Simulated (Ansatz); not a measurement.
**CAM-B3LYP/cc-pVDZ run of Si2H3F3 (SMILES F[Si](F)(F)[SiH3])**

What is the vertical ionisation energy of Si2H3F3 at CAM-B3LYP/cc-pVDZ? 

The calculation is run with Ansatz 0.2.0.

48 further runs of the same task are left out: 4 that didn't finish, 44 set aside as unsound or not needed.

**1. Starting point**

Si2H3F3: 8 atoms, total charge 0, spin state singlet. As SMILES, `F[Si](F)(F)[SiH3]`. The coordinates come from a PBE0-D4/def2-TZVP relaxation.

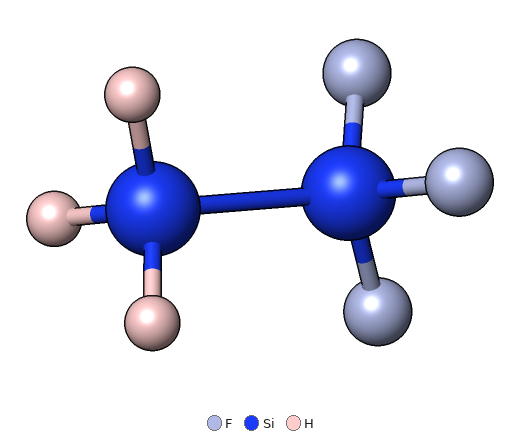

The structure, seen from a chosen angle (fluorine light blue, silicon blue, hydrogen pink).

**2. A single-point energy at CAM-B3LYP/cc-pVDZ**

The input, job.yaml:

```yaml
crystal:
  periodic: [false, false, false]
  atoms:
    - {symbol: F, position_ang: [1.310500, -1.060500, 1.504800]}
    - {symbol: Si, position_ang: [0.534400, -0.990500, 0.128500]}
    - {symbol: F, position_ang: [-0.479300, -2.204500, 0.107900]}
    - {symbol: F, position_ang: [1.595600, -1.255900, -1.013900]}
    - {symbol: Si, position_ang: [-0.550700, 1.050400, -0.152600]}
    - {symbol: H, position_ang: [-1.525600, 1.227900, 0.951900]}
    - {symbol: H, position_ang: [0.460600, 2.135800, -0.122800]}
    - {symbol: H, position_ang: [-1.253300, 1.040400, -1.459500]}
basis:
  gaussian:
    orbitals: cc-pVDZ
hamiltonian:
  xc: {name: CAM-B3LYP}
accuracy: high
output:
  orbitals: {seedname: orbitals}
```

Launch:

```console
$ ansatz run job.yaml --threads 1 --pin off --max-ram 3480MiB --events-out events.jsonl --progress --plain --runs-dir runs
```

Output:

```text
Warning: RAYON_NUM_THREADS=1 ignored (pool sized by the plan → 1); use --threads N
Functional definition: CAM-B3LYP
  name "CAM-B3LYP"
  parameter alpha = 0.19
  parameter beta = 0.46
  parameter omega = 0.33/bohr
  parameter ac = 0.81
  exchange = (1 - alpha - beta)*b88_x + beta*b88_x_sr(omega) + alpha*exact_x + beta*exact_x_lr(omega)
  correlation = (1 - ac)*vwn5_c + ac*lyp_c
2061 factors; integrals over basis functions are off by at most 4.6e-9 eV
428 factors; integrals over basis functions are off by at most 2.5e-9 eV
mean field evaluation 1: about -23953.9937 eV, gradient 4.8e1 eV
mean field evaluation 2: about -23952.4211 eV, gradient 6.0e1 eV
mean field evaluation 4: about -23957.5088 eV, gradient 1.0e0 eV
mean field evaluation 8: about -23957.6390 eV, gradient 5.2e-2 eV
mean field evaluation 16: about -23957.6390 eV, gradient 4.9e-6 eV
mean field -23957.63895926 eV, -880.4269926820 hartree, gradient 1.5e-8 eV, S^2 0.000000; 0 other end points of the search recorded, 0 dependent functions left out
reference -23957.63897914 eV, -880.4269934124 hartree; 29, 29 occupied and 64, 64 virtual orbitals, 2061 factors
Total energy: -23957.63897914 eV, -880.4269934124 hartree
```

Run time: 9.6 s. Hardware: 1 thread of Arm Neoverse V2, shared host; peak memory 0.39 GiB.

**3. The doublet cation**

job.yaml: that of step 2 with these lines changed.

```diff
@@ -16,4 +16,8 @@
   xc: {name: CAM-B3LYP}
-accuracy: high
+total_charge: 1
+magnetization:
+  spin_polarized: true
+  initial_magnetization: 1
 output:
   orbitals: {seedname: orbitals}
+accuracy: high
```

Launch:

```console
$ ansatz run job.yaml --threads 1 --pin off --max-ram 3480MiB --events-out events.jsonl --progress --plain --runs-dir runs
```

Output:

```text
Warning: RAYON_NUM_THREADS=1 ignored (pool sized by the plan → 1); use --threads N
[... 8 set-up lines as earlier in the session ...]
2061 factors; integrals over basis functions are off by at most 4.6e-9 eV
428 factors; integrals over basis functions are off by at most 2.5e-9 eV
mean field evaluation 1: about -23935.7517 eV, gradient 5.6e1 eV
mean field evaluation 2: about -23923.7602 eV, gradient 8.5e1 eV
mean field evaluation 4: about -23945.7877 eV, gradient 7.9e-1 eV
mean field evaluation 8: about -23945.9252 eV, gradient 5.2e-2 eV
mean field evaluation 16: about -23945.9253 eV, gradient 6.9e-4 eV
mean field evaluation 32: about -23945.9253 eV, gradient 7.5e-8 eV
mean field -23945.92527159 eV, -879.9965225997 hartree, gradient 7.5e-8 eV, S^2 0.753555; 2 other end points of the search recorded, 0 dependent functions left out
reference -23945.92529162 eV, -879.9965233361 hartree; 29, 28 occupied and 64, 65 virtual orbitals, 2061 factors
Total energy: -23945.92529162 eV, -879.9965233361 hartree
```

It took 21 s on 1 thread of Arm Neoverse V2, shared host; peak memory 0.57 GiB.

**4. Outcome**

Level: CAM-B3LYP/cc-pVDZ.

```
                                          quantity          value
                     singlet Si2H3F3: total energy  -880.42699 Eh
                      singlet Si2H3F3: HOMO energy      -10.61 eV
                      singlet Si2H3F3: LUMO energy        1.13 eV
                    singlet Si2H3F3: HOMO–LUMO gap       11.74 eV
                      doublet cation: total energy  -879.99652 Eh
doublet cation: HOMO energy (highest over α and β)      -17.99 eV
 doublet cation: LUMO energy (lowest over α and β)      -12.80 eV
                              doublet cation: ⟨S²⟩          0.754
vertical ionisation energy (to the doublet cation)      11.714 eV
```

Removing an electron at fixed nuclei costs 11.71 eV (270 kcal/mol). −ε(HOMO) before ionisation, 10.61 eV, is 1.10 eV below this ionisation energy.
